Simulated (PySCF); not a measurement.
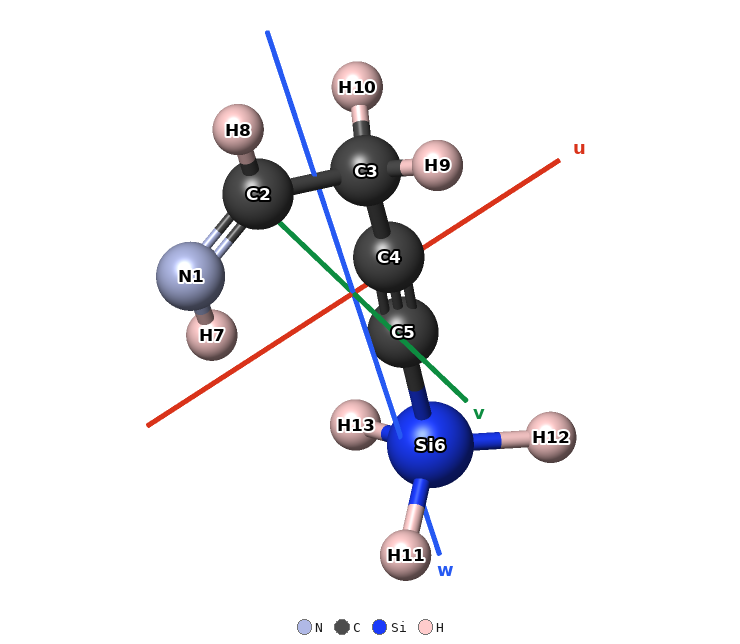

The lines u, v and w are the principal axes of the static dipole polarisability. The geometry was computed by an optimisation with GFN2-xTB. No frequency run is at hand to confirm it as a minimum. Computed with CAM-B3LYP/def2-SVPD (PySCF 2.14.0).

Along which axis is the molecule most polarisable, and along which least?

Most along w (nearly parallel to the C3–C4 bond), least along v.

Give the three principal values.

u 74.1, v 59.3, w 108.8 bohr³; mean 80.7, anisotropy 44.0 bohr³.

The geometry is semi-empirical. Around Si such bond lengths and angles can be off by a tenth of an ångström or more and by several degrees, and values that hang on the shape move with them.
